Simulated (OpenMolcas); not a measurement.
**SiN2H6O (SMILES N[SiH](N)O): levels of theory compared**

We compute a comparison of 6 runs (B3LYP/6-31G*, BHLYP/def2-SVP, M06-2X/def2-SVP, M06-L/def2-SVP, PBE/def2-SVP, r2SCAN/def2-SVP) of SiN2H6O. 

The calculation is run with OpenMolcas 26.06.

## (1) Starting point

The species is SiN2H6O (10 atoms), meant as a singlet with charge 0. SMILES: `N[SiH](N)O`. One bond was lengthened or shortened from a relaxed shape.

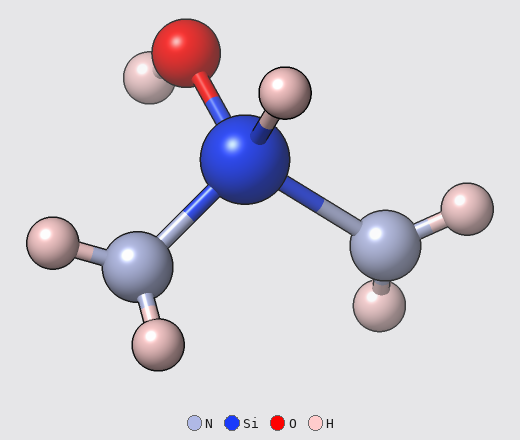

The structure, seen from a chosen angle (nitrogen light blue, silicon blue, oxygen red, hydrogen pink).

## (2) A single-point energy at B3LYP/6-31G(d) (Cartesian functions) (run 1)

File mol.inp:

```
>>> EXPORT MOLCAS_PRINT=2
&GATEWAY
BasLib=$CurrDir
BasisSet
N.6-31Gs....
N1 -0.664382 1.415795 -0.251828 angstrom
N3 -0.248600 -1.249800 0.847400 angstrom
End of Basis
BasisSet
Si.6-31Gs....
Si2 0.603418 0.285995 -0.026928 angstrom
End of Basis
BasisSet
O.6-31Gs....
O4 1.317818 0.081995 -1.498228 angstrom
End of Basis
BasisSet
H.6-31Gs....
H5 -0.509582 2.236595 -0.814228 angstrom
H6 -1.302082 1.605595 0.504172 angstrom
H7 1.753818 0.659795 0.829972 angstrom
H8 -1.123500 -1.625000 0.519700 angstrom
H9 0.302300 -1.942900 1.325300 angstrom
H10 0.731918 -0.117105 -2.230628 angstrom
End of Basis
&SEWARD
GridInput
Grid=UltraFine
End of Grid
&SCF
KSDFT=B3LYP
Thresholds=1e-10 1e-07 1e-07 1e-05
PrOrbitals=1 2
```

The basis set 6-31G* is read from a file made from the Basis Set Exchange's data (not shown).

Run with:

```bash
$ export MOLCAS_MEM=1860
$ pymolcas mol.inp > mol.log
```

The program printed:

```text
--- Start Module: gateway ---
[...]
--- Stop Module: gateway /rc=_RC_ALL_IS_WELL_ ---
--- Start Module: seward ---
[...]
      Basis functions           76
--- Stop Module: seward /rc=_RC_ALL_IS_WELL_ ---
[...]
--- Start Module: scf ---
[...]
       Convergence after  14 Iterations
[...]
::    Total KS-DFT energy                            -477.9022075563
[...]
      Total spin, S                                     0.0000000000
[...]
      Total electronic charge=   42.000000
      Total            charge=   -0.000000
[...]
      Dipole Moment (debye):
      Origin of the operator (angstrom)=    0.3208    0.1597   -0.2082
                   X= -1.6913E+00               Y=  4.6778E-01               Z= -6.5088E-01           Total=  1.8716E+00
      Quadrupole Moment (debye*angstrom):
[...]
--- Stop Module: scf /rc=_RC_ALL_IS_WELL_ ---
[...]
```

It took 21 s on 1 thread of Arm Neoverse V2, shared host; peak memory 0.43 GiB.

## (3) The energy at BHLYP/def2-SVP (run 2)

File mol.input:

```
* H6N2OSi Kohn-Sham DFT
>>> EXPORT MOLCAS_PRINT=2

&gateway
  baslib=$CurrDir
  coord
  10
  bohr
  N     -1.25550002     2.67546480    -0.47588595
  Si     1.14029476     0.54045222    -0.05088655
  N     -0.46978591    -2.36177971     1.60135392
  O      2.49031510     0.15494809    -2.83124059
  H     -0.96297042     4.22655200    -1.53866792
  H     -2.46057837     3.03413482     0.95274700
  H      3.31423569     1.24683185     1.56841977
  H     -2.12310730    -3.07080495     0.98209067
  H      0.57126421    -3.67154889     2.50445403
  H      1.38312457    -0.22129638    -4.21527601
  basis=def2-SVP
  group=NoSym

&seward
  gridinput
  Grid=UltraFine
  End of Grid

&scf
  ksdft=HYB_GGA_XC_BHANDHLYP
  thresholds=1e-10 1e-07 1e-07 1e-05
  prorbitals=1
```

The basis set def2-SVP is read from a file made from the Basis Set Exchange's data (not shown).

Run with:

```bash
$ export MOLCAS_MEM=1860
$ pymolcas mol.input > mol.log
```

The program printed:

```text
--- Start Module: gateway ---
[...]
--- Stop Module: gateway /rc=_RC_ALL_IS_WELL_ ---
--- Start Module: seward ---
[...]
      Basis functions           90
--- Stop Module: seward /rc=_RC_ALL_IS_WELL_ ---
[...]
--- Start Module: scf ---
[...]
       Convergence after  14 Iterations
[...]
::    Total KS-DFT energy                            -477.5722130371
[...]
      Total spin, S                                     0.0000000000
[...]
      Total electronic charge=   42.000000
      Total            charge=   -0.000000
[...]
      Dipole Moment (debye):
      Origin of the operator (angstrom)=    0.3208    0.1597   -0.2082
                   X= -1.6605E+00               Y=  5.2930E-01               Z= -6.5540E-01           Total=  1.8620E+00
      Quadrupole Moment (debye*angstrom):
[...]
--- Stop Module: scf /rc=_RC_ALL_IS_WELL_ ---
[...]
```

Wall time 24 s (1 thread of Arm Neoverse V2, shared host); peak memory 0.49 GiB.

Runs 3 to 5 aren't shown in full; the table further down has their settings and results.

## (4) The energy at r2SCAN/def2-SVP (run 6)

File mol.input:

```
&GATEWAY
  BasLib=$CurrDir
  Coord
  10
  angstrom
  N       -0.664382       1.415795      -0.251828
  Si       0.603418       0.285995      -0.026928
  N       -0.248600      -1.249800       0.847400
  O        1.317818       0.081995      -1.498228
  H       -0.509582       2.236595      -0.814228
  H       -1.302082       1.605595       0.504172
  H        1.753818       0.659795       0.829972
  H       -1.123500      -1.625000       0.519700
  H        0.302300      -1.942900       1.325300
  H        0.731918      -0.117105      -2.230628
  Basis=def2-SVP
  Group=NoSym

&SEWARD
  GridInput
  Grid=UltraFine
  End of Grid

&SCF
  KSDFT=2
  1.0 MGGA_X_R2SCAN
  1.0 MGGA_C_R2SCAN
  Thresholds=1e-10 1e-07 1e-07 1e-05
  PrOrbitals=1 1
```

The basis set def2-SVP is read from a file made from the Basis Set Exchange's data (not shown).

Run with:

```bash
$ export MOLCAS_MEM=1860
$ pymolcas mol.input > mol.log
```

The program printed:

```text
--- Start Module: gateway ---
[...]
--- Stop Module: gateway /rc=_RC_ALL_IS_WELL_ ---
--- Start Module: seward ---
[...]
      Basis functions           90
--- Stop Module: seward /rc=_RC_ALL_IS_WELL_ ---
[...]
--- Start Module: scf ---
[...]
       Convergence after  14 Iterations
[...]
::    Total KS-DFT energy                            -477.5506065885
[...]
      Total spin, S                                     0.0000000000
[...]
      Total electronic charge=   42.000000
      Total            charge=   -0.000000
[...]
      Dipole Moment (debye):
      Origin of the operator (angstrom)=    0.3208    0.1597   -0.2082
                   X= -1.7107E+00               Y=  4.7302E-01               Z= -7.1846E-01           Total=  1.9148E+00
      Quadrupole Moment (debye*angstrom):
[...]
--- Stop Module: scf /rc=_RC_ALL_IS_WELL_ ---
[...]
```

Wall time 35 s (1 thread of Arm Neoverse V2, shared host); peak memory 0.49 GiB.

## (5) All runs side by side

| run | level | Cartesian functions | energy (Eh) | dipole moment (D) | HOMO energy (eV) | LUMO energy (eV) | wall time |
| --- | --- | --- | --- | --- | --- | --- | --- |
| 1 | B3LYP/6-31G* (Cartesian functions) | yes | -477.902208 | 1.87 | -6.05 | 1.38 | 21 s |
| 2 | BHLYP/def2-SVP | no | -477.572213 | 1.86 | -7.85 | 2.20 | 24 s |
| 3 | M06-2X/def2-SVP | no | -477.578005 | 1.87 | -7.87 | 2.20 | 35 s |
| 4 | M06-L/def2-SVP | no | -477.652328 | 1.87 | -5.20 | 1.23 | 36 s |
| 5 | PBE/def2-SVP | no | -477.305267 | 1.89 | -4.85 | 0.55 | 31 s |
| 6 | r2SCAN/def2-SVP | no | -477.550607 | 1.91 | -5.23 | 1.26 | 35 s |

## (6) Outcome

| quantity | value |
| --- | --- |
| run 6: total energy | -477.55061 Eh |
| run 6: dipole moment | 1.91 D |
| run 6: HOMO energy | -5.23 eV |
| run 6: LUMO energy | 1.26 eV |
| run 6: HOMO–LUMO gap | 6.48 eV |

The dipole moment (its size) runs from 1.86 D (BHLYP/def2-SVP) to 1.91 D (r2SCAN/def2-SVP). The HOMO–LUMO gap runs from 5.40 eV (PBE/def2-SVP) to 10.07 eV (M06-2X/def2-SVP). Totals of different functionals can't be ranked against each other. All runs together took 3 min, the longest 36 s.
